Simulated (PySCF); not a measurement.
# C$_{3}$H$_{5}$N, SMILES `NC1C=C1`: electronic structure

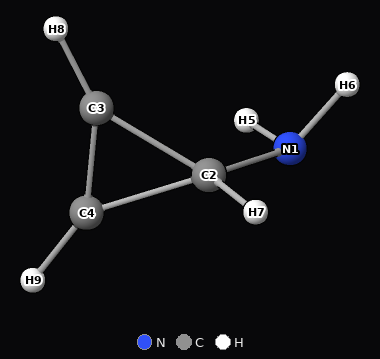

The molecule, with its atoms numbered as below. No frequency check shows the geometry to be a minimum.

Cartesian coordinates (Å):

```
N1       1.4650   -0.1088   -0.1804
C2       0.1955    0.0077    0.4893
C3      -1.0051    0.6648   -0.1381
C4      -1.0204   -0.6382   -0.0765
H5       1.3347   -0.2365   -1.1786
H6       2.0265    0.7251   -0.0377
H7       0.3415    0.0593    1.5652
H8      -1.4741    1.5687   -0.4447
H9      -1.5033   -1.5611   -0.2890
```

## 1. Bonding charge

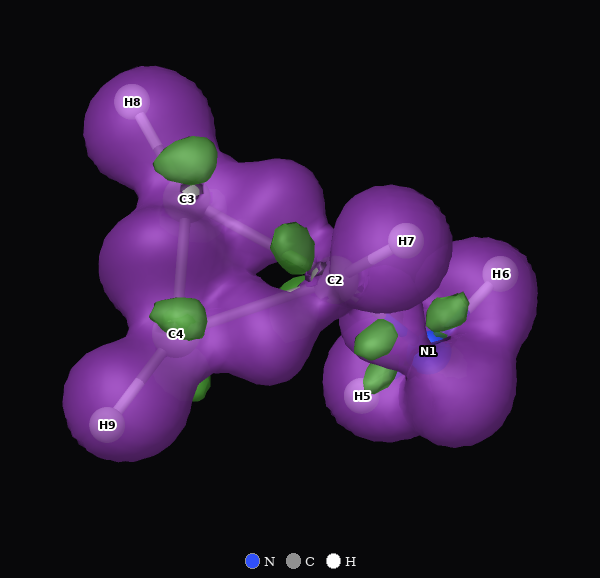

Deformation density (molecule less spherical, spin-averaged free atoms at the same positions), surfaces at ±0.1 e/Å³; purple: gain, green: loss.

Method: PBE/aug-cc-pVDZ; geometry: GFN2-xTB; program: PySCF.

Question: Describe the bonding that the map shows.

Answer: N1–H5: +0.81 e/Å³ at the bond critical point (bond length 1.01 Å). N1–H6: +0.80 e/Å³ at the bond critical point (bond length 1.01 Å). C2–H7: +0.70 e/Å³ at the bond critical point (bond length 1.09 Å). C4–H9: +0.69 e/Å³ at the bond critical point (bond length 1.06 Å). C3–H8: +0.69 e/Å³ at the bond critical point (bond length 1.06 Å). C3–C4: +0.56 e/Å³ at the bond critical point (bond length 1.30 Å). N1–C2: +0.33 e/Å³ at the bond critical point (bond length 1.44 Å). C2–C4: +0.30 e/Å³ at the bond critical point (bond length 1.49 Å). C2–C3: +0.26 e/Å³ at the bond critical point (bond length 1.51 Å). In all, 1.9 electrons gather in the regions of gain relative to the promolecule.

## 2. Bond critical points

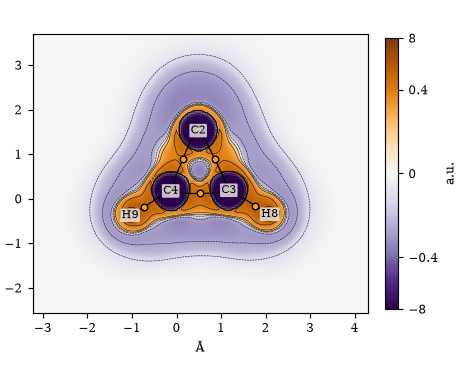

Negative Laplacian of the density (−∇²ρ) in the plane of C2, C3, C4, H8 and H9 (orange positive, purple negative, colour scale in a.u., logarithmic beyond ±0.04), with bond paths and bond critical points (dots).

Question: At which bond critical points in this plane is charge locally concentrated, and at which depleted?

Answer: Concentrated (∇²ρ < 0): C3–C4 (−0.73 a.u.); C4–H9 (−1.10 a.u.); C3–H8 (−1.10 a.u.); C2–C4 (−0.31 a.u.); C2–C3 (−0.26 a.u.). At none is it depleted.

Question: Where along C4–H9 does the critical point lie?

Answer: 0.69 Å from C4 and 0.38 Å from H9.

## 3. Local ionisation energy

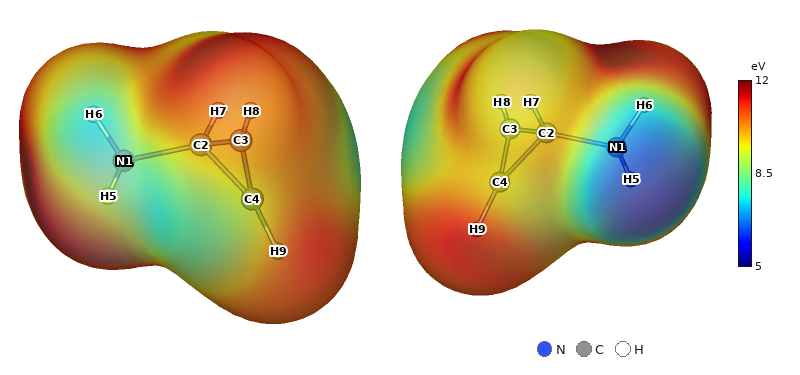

Average local ionisation energy on the surface of electron density 0.001 a.u. (back view left, front view right).

Question: Locate the minima of the map.

Answer: The lowest value is 6.0 eV, 2.0 Å from N1. Further minima include 7.7 eV, off the C3–C4 bond (2.2 to 2.3 Å from its atoms); 7.8 eV, near H5 (1.70 Å) and H6 (1.84 Å), over N1 (2.1 Å); 9.2 eV, 1.4 Å from H7. For comparison, the highest occupied orbital lies at −5.1 eV.

Question: What volume does the surface enclose, and what is the dipole moment?

Answer: About 88 Å³; the dipole moment is 1.4 D.

## 4. Magnetic shielding

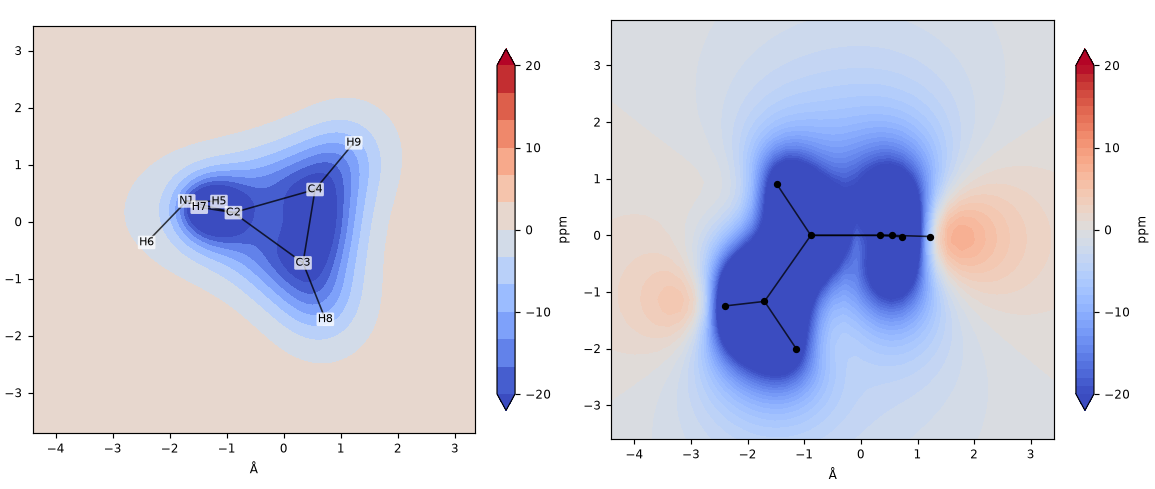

NICSzz (the component normal to the ring) 1.0 Å above the plane of the 3-membered ring C2/C3/C4 (left) and NICSzz (the component normal to the ring) in a plane perpendicular to the same ring (right); GIAO shieldings; atoms are projected onto the map; negative values mean shielding.

Level of theory: HF/cc-pVDZ (PySCF), at a geometry from GFN2-xTB.

Question: Classify the ring and give its NICS values.

Answer: It is shielded above its centre; in a three-membered ring σ bonds weigh heavily, so the values alone don't measure π aromaticity: NICS(0) = −28.6, NICS(1) = −9.2 and −7.7, NICS(1)zz = −20.4 and −14.5 (two faces) ppm.

Question: What absolute proton shieldings does the same calculation give?

Answer: From 23.8 ppm (H8) to 32.8 ppm (H5).

The PySCF runs shown took 16 s and 4.4 s on 1 thread of Arm Neoverse V1 (shared host).
